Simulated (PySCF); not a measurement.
# CHCl2F: NMR shifts at several levels of theory, part 2 of 2

PySCF 2.14.0. Atoms count from 0.

## Step 11: Nuclear shieldings: B97-D/pcSseg-2

What the job is given:

```
{"job": {"kind": "nmr", "xc": "B97-D", "basis": "pcSseg-2", "pop": false}, "charge": 0, "multiplicity": 1}
F      0.041802    -1.298461     0.475317
C     -0.001481    -0.014805     0.120452
Cl    -1.459386     0.291951    -0.827830
Cl     1.457406     0.401933    -0.783838
H     -0.038297     0.619375     1.015899
```

Level: GIAO B97-D/pcSseg-2 NMR shielding, non-relativistic, gas phase.

Standard output:

```text
coarse grid: 6040 points
cycle   1  E = -1058.9686504744  dE =  4.466e-01  |g| = 6.456e-01  |ddm| = 1.588e+00
cycle   2  E = -1058.7360615721  dE =  2.326e-01  |g| = 1.334e+00  |ddm| = 9.557e-01
cycle   3  E = -1059.0398245264  dE = -3.038e-01  |g| = 1.014e-01  |ddm| = 6.523e-01
cycle   4  E = -1059.0419404888  dE = -2.116e-03  |g| = 3.507e-02  |ddm| = 1.121e-01
cycle   5  E = -1059.0421638647  dE = -2.234e-04  |g| = 4.772e-03  |ddm| = 2.606e-02
cycle   6  E = -1059.0421668883  dE = -3.024e-06  |g| = 2.570e-03  |ddm| = 4.438e-03
final grid: 51680 points
cycle   7  E = -1059.0194516479  dE = -5.647e-05  |g| = 2.125e-02  |ddm| = 3.344e-02
cycle   8  E = -1059.0193551356  dE =  9.651e-05  |g| = 3.211e-02  |ddm| = 2.289e-02
cycle   9  E = -1059.0194982616  dE = -1.431e-04  |g| = 6.048e-03  |ddm| = 1.463e-02
cycle  10  E = -1059.0195041366  dE = -5.875e-06  |g| = 8.076e-04  |ddm| = 3.700e-03
cycle  11  E = -1059.0195042783  dE = -1.417e-07  |g| = 2.273e-04  |ddm| = 7.340e-04
cycle  12  E = -1059.0195042897  dE = -1.137e-08  |g| = 4.809e-05  |ddm| = 1.886e-04
cycle  13  E = -1059.0195042902  dE = -5.175e-10  |g| = 1.015e-05  |ddm| = 3.426e-05
converged SCF energy = -1059.0195042902

GIAO shielding tensors (ppm)
atom      isotropic    diamagn.    paramagn.     s11        s22        s33       span
  0 F      244.726     468.679    -223.953    148.859    282.607    302.711    153.853
  1 C       52.355     237.023    -184.668     13.548     61.903     81.615     68.067
  2 Cl     550.563    1146.905    -596.342    228.807    447.089    975.792    746.985
  3 Cl     550.279    1146.907    -596.628    228.201    446.711    975.924    747.723
  4 H       23.542      27.220      -3.678     20.251     23.389     26.985      6.735
```

It took 18 s on 1 thread, shared host.

This run: δ C1 126.7, F0 -90.5, Cl2 376, H4 7.85 ppm (means over like atoms).

## Step 12: Shielding tensors: B3LYP/pcSseg-2

What the job is given:

```
{"job": {"kind": "nmr", "xc": "B3LYP", "basis": "pcSseg-2", "pop": false}, "charge": 0, "multiplicity": 1}
F      0.041802    -1.298461     0.475317
C     -0.001481    -0.014805     0.120452
Cl    -1.459386     0.291951    -0.827830
Cl     1.457406     0.401933    -0.783838
H     -0.038297     0.619375     1.015899
```

Method: GIAO B3LYP/pcSseg-2 NMR shielding, non-relativistic, gas phase.

Standard output:

```text
coarse grid: 6040 points
cycle   1  E = -1058.9984727453  dE =  4.795e-01  |g| = 6.322e-01  |ddm| = 1.554e+00
cycle   2  E = -1058.8477576925  dE =  1.507e-01  |g| = 1.130e+00  |ddm| = 8.452e-01
cycle   3  E = -1059.0743515923  dE = -2.266e-01  |g| = 4.318e-02  |ddm| = 5.410e-01
cycle   4  E = -1059.0746183970  dE = -2.668e-04  |g| = 2.470e-02  |ddm| = 5.343e-02
cycle   5  E = -1059.0747415555  dE = -1.232e-04  |g| = 3.147e-03  |ddm| = 2.093e-02
cycle   6  E = -1059.0747422353  dE = -6.799e-07  |g| = 2.110e-03  |ddm| = 2.475e-03
final grid: 51680 points
cycle   7  E = -1059.0758427722  dE = -2.889e-05  |g| = 4.814e-03  |ddm| = 1.700e-02
cycle   8  E = -1059.0758341392  dE =  8.633e-06  |g| = 7.828e-03  |ddm| = 7.573e-03
cycle   9  E = -1059.0758480696  dE = -1.393e-05  |g| = 4.473e-04  |ddm| = 4.958e-03
cycle  10  E = -1059.0758481047  dE = -3.508e-08  |g| = 2.076e-04  |ddm| = 5.050e-04
cycle  11  E = -1059.0758481115  dE = -6.808e-09  |g| = 6.730e-05  |ddm| = 1.438e-04
cycle  12  E = -1059.0758481121  dE = -6.071e-10  |g| = 1.813e-05  |ddm| = 3.091e-05
converged SCF energy = -1059.0758481121

GIAO shielding tensors (ppm)
atom      isotropic    diamagn.    paramagn.     s11        s22        s33       span
  0 F      257.121     468.150    -211.030    162.804    295.289    313.270    150.466
  1 C       54.301     235.181    -180.880     16.049     62.853     84.001     67.952
  2 Cl     551.573    1145.989    -594.416    220.876    446.580    987.263    766.387
  3 Cl     551.285    1145.991    -594.706    220.267    446.199    987.387    767.120
  4 H       23.808      27.288      -3.480     20.508     23.551     27.367      6.859
```

Wall time 14 s (1 thread, shared host).

This run: δ C1 124.9, F0 -87.4, Cl2 376, H4 7.58 ppm (means over like atoms).

## Step 13: Shielding tensors: PBE0/pcSseg-2

What the job is given:

```
{"job": {"kind": "nmr", "xc": "PBE0", "basis": "pcSseg-2", "pop": false}, "charge": 0, "multiplicity": 1}
F      0.041802    -1.298461     0.475317
C     -0.001481    -0.014805     0.120452
Cl    -1.459386     0.291951    -0.827830
Cl     1.457406     0.401933    -0.783838
H     -0.038297     0.619375     1.015899
```

With the program's defaults for keys left out, this is: GIAO PBE0/pcSseg-2 NMR shielding, non-relativistic, gas phase.

Standard output:

```text
coarse grid: 6040 points
cycle   1  E = -1058.5187594178  dE =  4.933e-01  |g| = 6.201e-01  |ddm| = 1.567e+00
cycle   2  E = -1058.3972564742  dE =  1.215e-01  |g| = 1.041e+00  |ddm| = 8.064e-01
cycle   3  E = -1058.5948857682  dE = -1.976e-01  |g| = 3.768e-02  |ddm| = 5.072e-01
cycle   4  E = -1058.5950820268  dE = -1.963e-04  |g| = 1.956e-02  |ddm| = 4.090e-02
cycle   5  E = -1058.5951593780  dE = -7.735e-05  |g| = 3.240e-03  |ddm| = 1.711e-02
cycle   6  E = -1058.5951604947  dE = -1.117e-06  |g| = 1.854e-03  |ddm| = 2.461e-03
final grid: 51680 points
cycle   7  E = -1058.6025213119  dE = -5.022e-05  |g| = 6.264e-03  |ddm| = 1.904e-02
cycle   8  E = -1058.6025168288  dE =  4.483e-06  |g| = 6.744e-03  |ddm| = 6.803e-03
cycle   9  E = -1058.6025265228  dE = -9.694e-06  |g| = 1.790e-03  |ddm| = 4.926e-03
cycle  10  E = -1058.6025271286  dE = -6.058e-07  |g| = 1.584e-04  |ddm| = 1.180e-03
cycle  11  E = -1058.6025271322  dE = -3.628e-09  |g| = 6.321e-05  |ddm| = 1.230e-04
cycle  12  E = -1058.6025271327  dE = -5.250e-10  |g| = 1.879e-05  |ddm| = 3.305e-05
converged SCF energy = -1058.6025271327

GIAO shielding tensors (ppm)
atom      isotropic    diamagn.    paramagn.     s11        s22        s33       span
  0 F      264.081     467.288    -203.206    170.369    301.016    320.859    150.491
  1 C       62.195     236.468    -174.272     25.175     69.725     91.686     66.511
  2 Cl     582.887    1145.688    -562.801    267.519    489.276    991.865    724.346
  3 Cl     582.613    1145.689    -563.076    266.933    488.921    991.984    725.051
  4 H       23.746      27.175      -3.429     20.357     23.396     27.486      7.128
```

Run time: 14 s. Hardware: 1 thread, shared host.

In short: δ C1 121.9, F0 -88.3, Cl2 358, H4 7.50 ppm (means over like atoms).

## Step 14: Nuclear shieldings: mPW1PW91/pcSseg-2

What the job is given:

```
{"job": {"kind": "nmr", "xc": "mPW1PW91", "basis": "pcSseg-2", "pop": false}, "charge": 0, "multiplicity": 1}
F      0.041802    -1.298461     0.475317
C     -0.001481    -0.014805     0.120452
Cl    -1.459386     0.291951    -0.827830
Cl     1.457406     0.401933    -0.783838
H     -0.038297     0.619375     1.015899
```

Level: GIAO mPW1PW91/pcSseg-2 NMR shielding, non-relativistic, gas phase.

Standard output:

```text
coarse grid: 6040 points
cycle   1  E = -1058.9696902509  dE =  4.938e-01  |g| = 6.318e-01  |ddm| = 1.565e+00
cycle   2  E = -1058.8446556685  dE =  1.250e-01  |g| = 1.061e+00  |ddm| = 8.153e-01
cycle   3  E = -1059.0481665625  dE = -2.035e-01  |g| = 3.878e-02  |ddm| = 5.127e-01
cycle   4  E = -1059.0483801995  dE = -2.136e-04  |g| = 2.061e-02  |ddm| = 4.309e-02
cycle   5  E = -1059.0484653600  dE = -8.516e-05  |g| = 3.133e-03  |ddm| = 1.773e-02
cycle   6  E = -1059.0484663380  dE = -9.779e-07  |g| = 1.943e-03  |ddm| = 2.495e-03
final grid: 51680 points
cycle   7  E = -1059.0530419640  dE = -4.071e-05  |g| = 4.860e-03  |ddm| = 1.664e-02
cycle   8  E = -1059.0530391846  dE =  2.779e-06  |g| = 5.239e-03  |ddm| = 5.259e-03
cycle   9  E = -1059.0530450751  dE = -5.891e-06  |g| = 1.356e-03  |ddm| = 3.877e-03
cycle  10  E = -1059.0530454259  dE = -3.508e-07  |g| = 1.396e-04  |ddm| = 9.115e-04
cycle  11  E = -1059.0530454285  dE = -2.595e-09  |g| = 6.240e-05  |ddm| = 1.022e-04
cycle  12  E = -1059.0530454290  dE = -5.175e-10  |g| = 1.543e-05  |ddm| = 2.878e-05
converged SCF energy = -1059.0530454290

GIAO shielding tensors (ppm)
atom      isotropic    diamagn.    paramagn.     s11        s22        s33       span
  0 F      265.191     467.365    -202.175    171.576    302.369    321.628    150.051
  1 C       61.287     236.661    -175.375     24.225     68.977     90.658     66.433
  2 Cl     580.720    1145.919    -565.199    263.463    485.786    992.911    729.448
  3 Cl     580.444    1145.920    -565.476    262.873    485.428    993.030    730.157
  4 H       23.808      27.125      -3.316     20.439     23.468     27.517      7.078
```

Wall time 14 s (1 thread, shared host).

This run: δ C1 122.2, F0 -88.0, Cl2 357, H4 7.48 ppm (means over like atoms).

## Step 15: Comparing the runs: NMR shifts

Shifts (ppm), means over like atoms, with basis size and wall time (the measured row can stand on another reference than the computed rows):

| run | C1 | H4 | F0 | Cl2 | functions | time |
| --- | --- | --- | --- | --- | --- | --- |
| HF/pcSseg-2 | 103.0 | 6.80 | -71.5 | 287 | 172 | 8.1 s |
| LDA/pcSseg-2 | 131.9 | 7.95 | -97.9 | 423 | 172 | 14 s |
| PBE/pcSseg-2 | 128.5 | 7.88 | -94.0 | 390 | 172 | 18 s |
| BLYP/pcSseg-2 | 130.3 | 7.89 | -91.6 | 401 | 172 | 18 s |
| BP86/pcSseg-2 | 128.5 | 7.87 | -94.5 | 390 | 172 | 18 s |
| OPBE/pcSseg-2 | 123.9 | 7.85 | -92.3 | 354 | 172 | 19 s |
| KT2/pcSseg-2 | 124.3 | 7.93 | -96.0 | 380 | 172 | 19 s |
| KT3/pcSseg-2 | 123.3 | 7.88 | -91.6 | 363 | 172 | 19 s |
| B97-D/pcSseg-2 | 126.7 | 7.85 | -90.5 | 376 | 172 | 18 s |
| B3LYP/pcSseg-2 | 124.9 | 7.58 | -87.4 | 376 | 172 | 14 s |
| PBE0/pcSseg-2 | 121.9 | 7.50 | -88.3 | 358 | 172 | 14 s |
| mPW1PW91/pcSseg-2 | 122.2 | 7.48 | -88.0 | 357 | 172 | 14 s |
| measured | – | – | -80.8 | – | – | – |

Measured: G. Saielli, R. Bini, A. Bagno, Computational 19F NMR. 2. Organic compounds, RSC Adv. 2014, ESI (exp. from Berger-Braun-Kalinowski 1994 and Everett 1995).

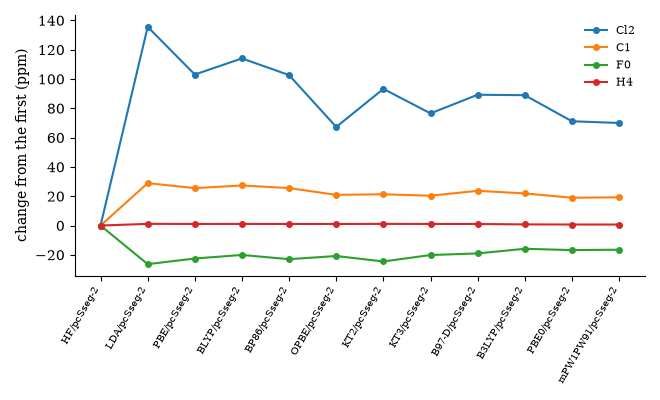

How the tabulated atoms move from run to run.

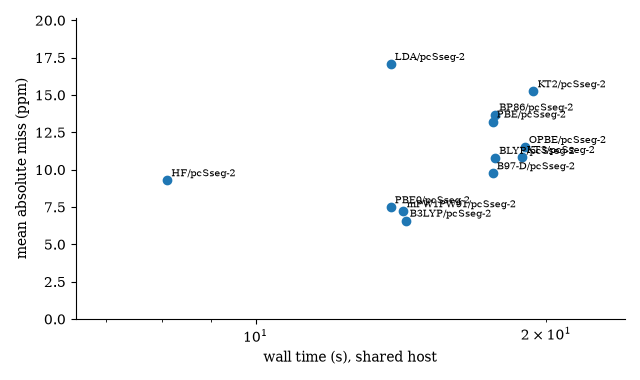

Cost against miss for the one measured ¹⁹F shift.

## Step 16: Outcome

The summary covers parts 1 to 2.

```
                                                              quantity                  value
                                                           point group                     Cs
                                  rotational constants (main isotopes)   7.01, 3.28, 2.34 GHz
                                  ¹³C shifts against TMS (HF/pcSseg-2)              103.0 ppm
                                   ¹H shifts against TMS (HF/pcSseg-2)               6.80 ppm
                                ¹⁹F shifts against CFCl3 (HF/pcSseg-2)              -71.5 ppm
³⁵Cl shifts against HCl (HF/pcSseg-2, means over atoms taken as alike)                287 ppm
                              measured, and computed on the same scale  F0 δ -80.8, -71.5 ppm
                                             range of the shift of Cl2         287 to 423 ppm
```

In words: Single values in the summary come from the first run of each kind that ended normally (HF/pcSseg-2), which need not be the best level. The optimisation took 6 steps and gained 0.014 eV; among the close pairs (by a distance rule), F0–C1 changed most, from 1.358 to 1.333 Å. No frequency check was run at this level, so the end point may be a saddle. C1 stands next to heavy halogen, whose spin-orbit shielding this run leaves out, so the computed shift lies too far downfield, most of all for carbon beside Br or I. At HF/pcSseg-2: Shielding is most anisotropic at Cl2, Cl3 (span 677 ppm, paramagnetic term -487 ppm). The one measured ¹⁹F shift is missed by +9.3 ppm (computed less measured, unscaled). Vibration, temperature and solvent are missing from the calculation, so part of the miss against the measured shifts is not the functional's. In ppm, Cl2 (with its like atoms) moves most: its shift spreads over 136 ppm, from 287 (HF/pcSseg-2) to 423 (LDA/pcSseg-2). For the one measured ¹⁹F shift, B3LYP/pcSseg-2 misses least (6.6 ppm, 14 s) and LDA/pcSseg-2 most (17.1 ppm, 14 s); the quickest, HF/pcSseg-2, misses by 9.3 ppm in 8.1 s. One molecule ranks no method: errors cancel, and vibration and temperature are missing from all runs.
